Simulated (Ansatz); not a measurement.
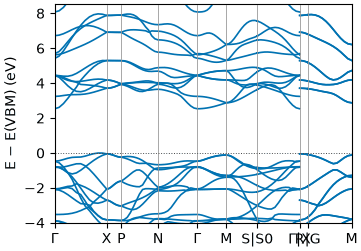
Figure: Band structure from r²SCAN in the plane-wave PAW code Ansatz

Read off the gap and where the band edges lie.

About 2.5 eV (2.53 eV by a search for the band edges); maximum on the Γ–X line, 88 % of the way from Γ, minimum at Γ.

The material is TiO2 (anatase, space group No. 141).

Space group I4_1/amd (anatase). The cell was relaxed with r²SCAN under the symmetry of its start. The run is not spin-polarised.

Potentials: the earlier of the program's two PAW sets.
